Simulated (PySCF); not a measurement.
**C$_{2}$H$_{6}$Cl$_{2}$Si (Dimethyldichlorosilane): density, localisation and related maps**

```xyz
11

C     0.5551   -1.5063    0.0323
Si    0.4920    0.3294   -0.1898
C    -1.1495    1.0928    0.1920
Cl    1.9124    1.1853    1.0295
Cl    0.9868    0.7736   -2.1369
H    -0.1676   -1.9937   -0.6261
H     1.5508   -1.8849   -0.2056
H     0.3231   -1.7697    1.0670
H    -1.1138    2.1728    0.0398
H    -1.9222    0.6753   -0.4577
H    -1.4226    0.8981    1.2319
```

Geometry: PBE0-D3(BJ)/def2-TZVP.

All numbers below come from PBE0/pcSseg-2, SCF density, gas phase, non-relativistic in PySCF 2.14.0.

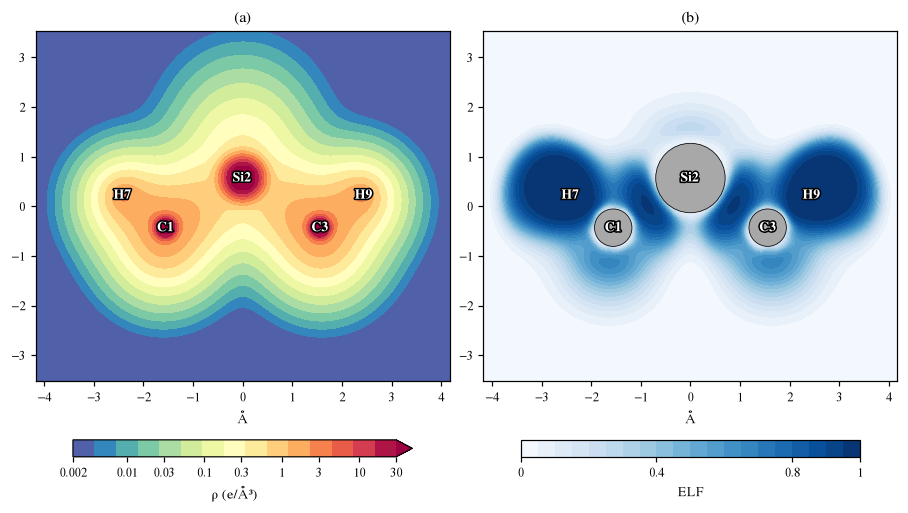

Figure 1. (a) total electron density; (b) electron localisation function on the plane of atoms Si2, C1 and H7. Grey discs cover the atomic cores in the ELF map.

**Read the bonding off the picture.**

Atoms in the plane: C, Si and H.
C–Si (1.85 Å): ρ is about 1 e/Å³ halfway; the ELF peaks at about 0.95 between the atoms (localised, covalent bonding).
C–H (1.09 Å): the density is about 1.9 e/Å³ at the midpoint; the ELF climbs to about 1 towards the hydrogen, as it does in any bond to H; a covalent bond by its length.

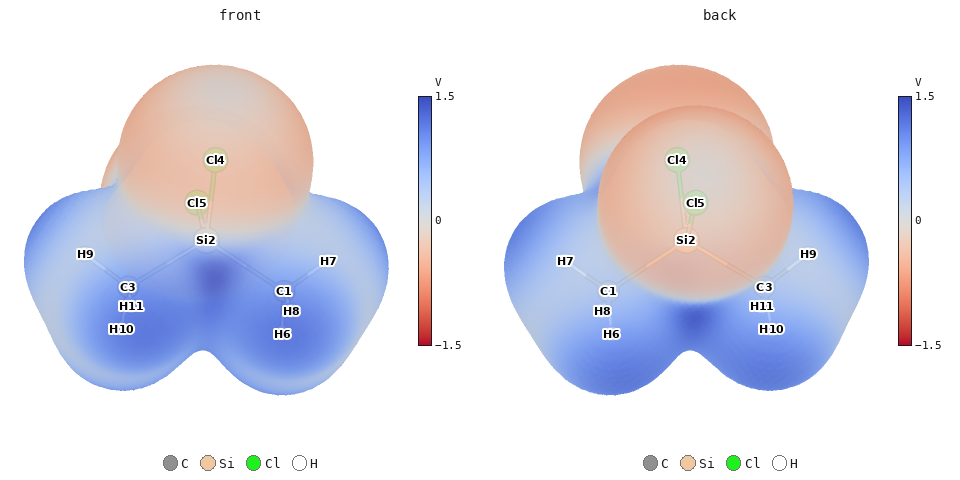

Figure 2. The molecular electrostatic potential painted on the density surface at 0.002 e/bohr³, seen from the front and from behind; red is negative and blue positive.

**Where is the surface potential most negative and most positive?**

The most negative region (about −0.6 V, or −14 kcal/mol for a unit charge) lies over Cl4 and Cl5, the most positive (about +1.3 V, or +30 kcal/mol for a unit charge) over Si2.

**How polar is the molecule by this calculation?**

Its dipole moment is 2.54 D.
